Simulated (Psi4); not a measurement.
# HF/STO-3G (IEF-PCM dichloromethane) run of InF (SMILES [F][In])

What is the energy change on altering one bond length of InF at HF/STO-3G (IEF-PCM dichloromethane)? 

Program for the calculation: Psi4 1.11.

1 further run of the same task is left out (set aside as unsound or not needed).

### 1 The system as given

InF: 2 atoms, total charge 0, spin state singlet. As SMILES, `[F][In]`. The shape comes from GFN2-xTB, which is rough for such elements, and wasn't checked as a minimum.

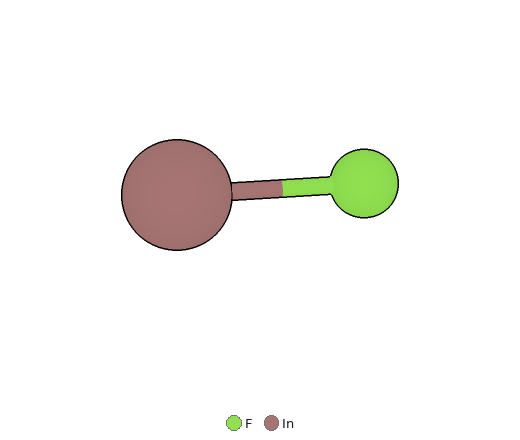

Viewed from a chosen angle; fluorine green, indium brown.

### 2 The energy at HF/STO-3G (IEF-PCM dichloromethane)

The input, calc.inp:

```
memory 1600 MB

molecule {
  0 1
  F      0.00000000     0.00000000     0.00000000
  In     0.00000000     0.00000000     3.82762137
  units bohr
  symmetry c1
}

set {
  basis STO-3G
  reference rhf
  scf_type pk
  pcm true
}

pcm = {
  Units = Angstrom
  Medium {
    SolverType = IEFPCM
    Solvent = Methylenechloride
  }
  Cavity {
    Type = GePol
    RadiiSet = UFF
    Scaling = False
    Area = 0.5
    Mode = Implicit
  }
}

energy('scf')
print_variables()
```

Launch:

```
$ psi4 -i calc.inp -o calc.out -n 1
```

calc.out:

```text
[...]
  Running in c1 symmetry.
[...]
  Nuclear repulsion =  115.215157762587154
[...]
  Multiplicity = 1
[...]
  Nalpha       = 29
  Nbeta        = 29
[...]
    Number of basis functions: 32
[...]
   @RHF iter   1: -5780.83047706874095   -3.42823e+00   1.03372e-02 ADIIS/DIIS
[...]
   @RHF iter   7: -5780.88285210232152   -1.20658e-07   7.10297e-07 DIIS
[...]
    Orbital Energies [Eh]
    ---------------------
    Doubly Occupied:
       1A   -986.752991     2A   -145.892885     3A   -137.903076
       4A   -137.903076     5A   -137.902415     6A    -27.589689
       7A    -25.668136     8A    -24.606438     9A    -24.606438
      10A    -24.603799    11A    -16.473712    12A    -16.473712
      13A    -16.471267    14A    -16.471267    15A    -16.470045
      16A     -4.156263    17A     -2.972771    18A     -2.972771
      19A     -2.961682    20A     -1.288498    21A     -0.468492
      22A     -0.468492    23A     -0.462927    24A     -0.460387
      25A     -0.460387    26A     -0.345589    27A     -0.317152
      28A     -0.317152    29A     -0.157565
[...]
  @RHF Final Energy: -5780.88285210232152
   => Energetics <=
    Nuclear Repulsion Energy =            115.2151577625871539
    One-Electron Energy =               -8244.4107163527660305
    Two-Electron Energy =                2348.3230072025648951
    PCM Polarization Energy =              -0.0103007147073945
    Total Energy =                      -5780.8828521023215217
[...]
 Multipole Moments:
 ------------------------------------------------------------------------------------
     Multipole            Electronic (a.u.)      Nuclear  (a.u.)        Total (a.u.)
 ------------------------------------------------------------------------------------
 L = 1.  Multiply by 2.5417464519 to convert [e a0] to [Debye]
 Dipole X            :          0.0000000            0.0000000            0.0000000
 Dipole Y            :         -0.0000000            0.0000000           -0.0000000
 Dipole Z            :          3.3765004           -2.9503670            0.4261334
 Magnitude           :                                                    0.4261334
[...]
```

It took 2.8 s on 1 thread of Intel Xeon Platinum 8259CL at 2.50GHz (Skylake/Cascade Lake), shared host; peak memory 0.19 GiB.

### 3 The distorted shape, same level

The input, fin.xyz:

```xyz
2
FIn
F      0.026377     0.001774    -0.016800
In    -0.004678     0.012486     2.029988
```

The input, fin.py:

```python
import psi4

psi4.set_memory('1600 MB')
psi4.set_num_threads(1)
psi4.set_output_file('output.dat', False)

with open('fin.xyz') as f:
    atoms = ''.join(f.readlines()[2:])
molecule = psi4.geometry('0 1\n' + atoms + 'symmetry c1')

psi4.set_options(dict(reference='rhf', scf_type='pk', pcm=True))
psi4.pcm_helper("""
  Units = Angstrom
  Medium {
    SolverType = IEFPCM
    Solvent = Methylenechloride
  }
  Cavity {
    Type = GePol
    RadiiSet = UFF
    Scaling = False
    Area = 0.5
    Mode = Implicit
  }
""")

E, wfn = psi4.energy("scf/STO-3G", return_wfn=True)
print(f'scf/STO-3G energy: {E:.10f} Eh')
```

Launch:

```
$ python fin.py
```

output.dat, cut to the lines that bear on the results:

```text
[...]
  Running in c1 symmetry.
[...]
  Nuclear repulsion =  114.001595876404380
[...]
  Multiplicity = 1
[...]
  Nalpha       = 29
  Nbeta        = 29
[...]
    Number of basis functions: 32
[...]
   @RHF iter   1: -5780.82937712035255   -3.44678e+00   1.02535e-02 ADIIS/DIIS
[...]
   @RHF iter   7: -5780.88005633874309   -1.14023e-07   7.09918e-07 DIIS
[...]
    Orbital Energies [Eh]
    ---------------------
    Doubly Occupied:
       1A   -986.752767     2A   -145.892658     3A   -137.902843
       4A   -137.902843     5A   -137.902188     6A    -27.589571
       7A    -25.663979     8A    -24.606319     9A    -24.606319
      10A    -24.603671    11A    -16.473581    12A    -16.473581
      13A    -16.471143    14A    -16.471143    15A    -16.469972
      16A     -4.156493    17A     -2.973019    18A     -2.973019
      19A     -2.961871    20A     -1.284129    21A     -0.468726
      22A     -0.468725    23A     -0.461930    24A     -0.460396
      25A     -0.460396    26A     -0.342759    27A     -0.314134
      28A     -0.314134    29A     -0.157317
[...]
  @RHF Final Energy: -5780.88005633874309
   => Energetics <=
    Nuclear Repulsion Energy =            114.0015958764043802
    One-Electron Energy =               -8242.0065836609719554
    Two-Electron Energy =                2347.1354332098303530
    PCM Polarization Energy =              -0.0105017640052625
    Total Energy =                      -5780.8800563387430884
[...]
 Multipole Moments:
 ------------------------------------------------------------------------------------
     Multipole            Electronic (a.u.)      Nuclear  (a.u.)        Total (a.u.)
 ------------------------------------------------------------------------------------
 L = 1.  Multiply by 2.5417464519 to convert [e a0] to [Debye]
 Dipole X            :         -0.0000000           -0.0000000           -0.0000000
 Dipole Y            :         -0.0000000            0.0000000           -0.0000000
 Dipole Z            :          3.4431962           -2.9817740            0.4614221
 Magnitude           :                                                    0.4614221
[...]
```

The script printed:

```text
scf/STO-3G energy: -5780.8800563387 Eh
```

Run time: 2.8 s. Hardware: 1 thread of Intel Xeon Platinum 8259CL at 2.50GHz (Skylake/Cascade Lake), shared host; peak memory 0.19 GiB.

### 4 Results

At HF/STO-3G (IEF-PCM dichloromethane):

| quantity | value |
| --- | --- |
| first shape: total energy | -5780.88285 Eh |
| first shape: dipole moment | 1.08 D |
| first shape: HOMO energy | -4.29 eV |
| first shape: LUMO energy | 6.82 eV |
| first shape: HOMO–LUMO gap | 11.11 eV |
| first shape: solvent term in the energy | -27.0 kJ/mol |
| distorted shape: total energy | -5780.88006 Eh |
| distorted shape: dipole moment | 1.17 D |
| distorted shape: HOMO energy | -4.28 eV |
| distorted shape: LUMO energy | 6.79 eV |
| distorted shape: HOMO–LUMO gap | 11.07 eV |
| distorted shape: solvent term in the energy | -27.6 kJ/mol |
| energy change with the F1–In2 bond stretched from 2.025 to 2.047 Å | 0.076 eV |

With the F1–In2 bond stretched from 2.025 to 2.047 Å the energy rises by 0.08 eV (7.3 kJ/mol). The first shape isn't relaxed at this level, so the change isn't measured from a minimum. The minimal basis adds a large error of its own. Relativity is left out (first shape) although the molecule holds a heavy atom. Relativity is left out (distorted shape) although the molecule holds a heavy atom.
